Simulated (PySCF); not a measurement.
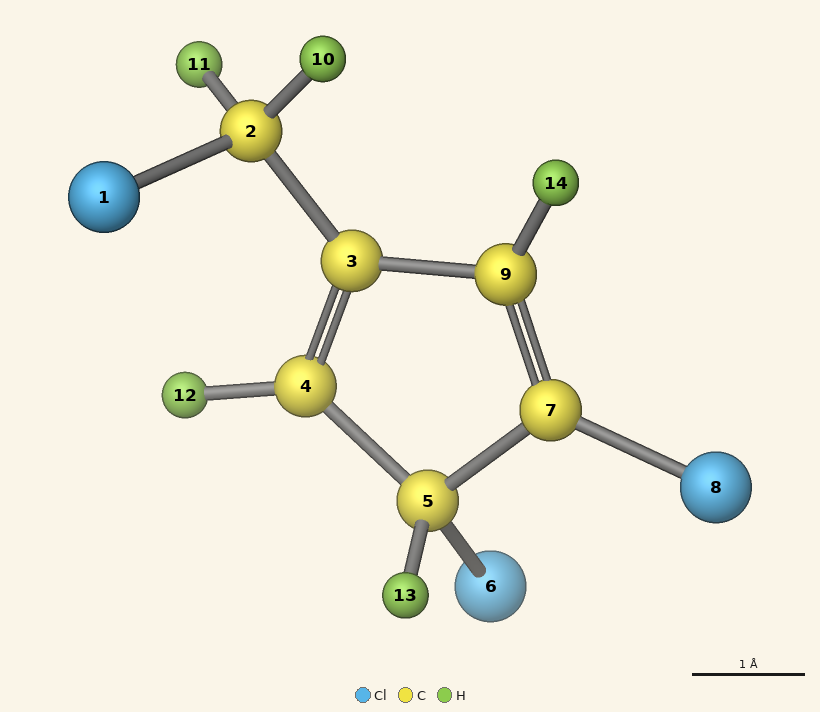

Orthographic view. Atoms fade into the background with distance from the viewer. Geometry: a frame of a GFN2-xTB molecular-dynamics simulation, not a minimum.

Write a MOL file (V2000) with the atoms in numerical order, bonds sorted by atom number with the orders drawn, and coordinates in the frame of the picture: x right, y up, z towards the viewer, origin at the mean position.

```
C6H5Cl3
                    3D

 14 14  0  0  0  0  0  0  0  0999 V2000
   -2.5100    1.1300    1.3500 Cl  0  0  0  0  0  0  0  0  0  0  0  0
   -1.1900    1.7300    0.3600 C   0  0  0  0  0  0  0  0  0  0  0  0
   -0.2800    0.5600   -0.0100 C   0  0  0  0  0  0  0  0  0  0  0  0
   -0.7000   -0.5600   -0.6100 C   0  0  0  0  0  0  0  0  0  0  0  0
    0.3900   -1.5900   -0.5800 C   0  0  1  0  0  0  0  0  0  0  0  0
    0.9600   -2.3500   -2.0900 Cl  0  0  0  0  0  0  0  0  0  0  0  0
    1.5000   -0.7800    0.1300 C   0  0  0  0  0  0  0  0  0  0  0  0
    2.9800   -1.4700    0.3400 Cl  0  0  0  0  0  0  0  0  0  0  0  0
    1.0900    0.4400    0.4400 C   0  0  0  0  0  0  0  0  0  0  0  0
   -0.5500    2.3700    0.9300 H   0  0  0  0  0  0  0  0  0  0  0  0
   -1.6500    2.3200   -0.4000 H   0  0  0  0  0  0  0  0  0  0  0  0
   -1.7800   -0.6400   -0.9400 H   0  0  0  0  0  0  0  0  0  0  0  0
    0.2000   -2.4400    0.1000 H   0  0  0  0  0  0  0  0  0  0  0  0
    1.5400    1.2600    0.9800 H   0  0  0  0  0  0  0  0  0  0  0  0
  1  2  1  0
  2  3  1  0
  2 10  1  0
  2 11  1  0
  3  4  2  0
  3  9  1  0
  4  5  1  0
  4 12  1  0
  5  6  1  0
  5  7  1  0
  5 13  1  0
  7  8  1  0
  7  9  2  0
  9 14  1  0
M  END
```
